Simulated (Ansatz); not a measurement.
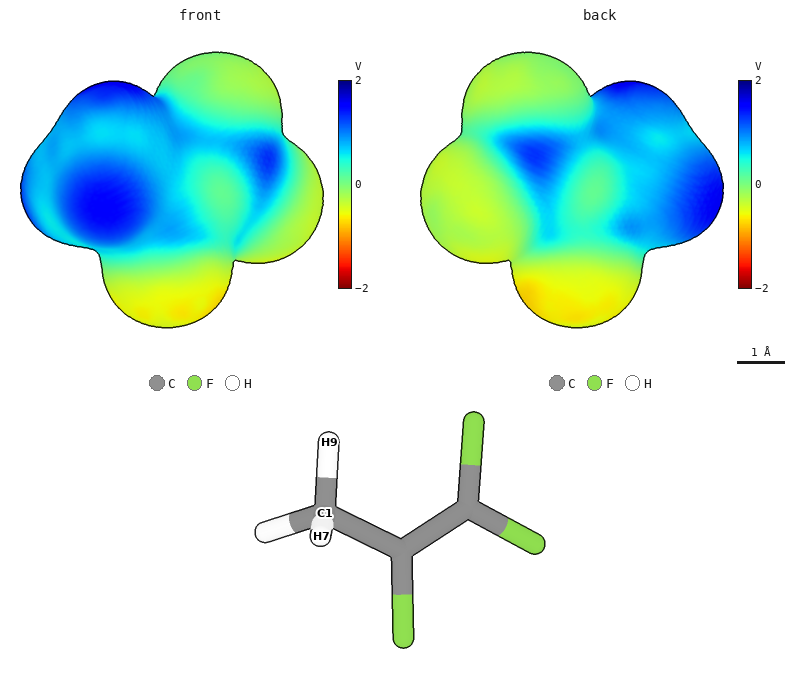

Figure. C3H3F3 (SMILES CC(F)=C(F)F). The electrostatic potential painted on the density surface at 0.004 e/bohr³, seen from the front and from behind; red is negative and blue positive. The bare structure is drawn below in the same view.

Geometry: PBE0-D4/def2-TZVP.

Method: RKS PBE0-D4/def2-TZVPP in Ansatz 0.2.0.

```xyz
9

C    -0.1682   -0.9289    0.6965
C     0.3375   -0.0505   -0.3762
F     1.2482   -0.6014   -1.1948
C    -0.0126    1.2045   -0.6059
F     0.4638    1.9500   -1.5737
F    -0.8930    1.8606    0.1213
H     0.6537   -1.2599    1.3372
H    -0.6413   -1.8176    0.2698
H    -0.8994   -0.4032    1.3089
```

Describe the electrostatic potential map.

The most negative region (about −0.7 V) lies over F3, the most positive (about +1.6 V) over H8 and H9.
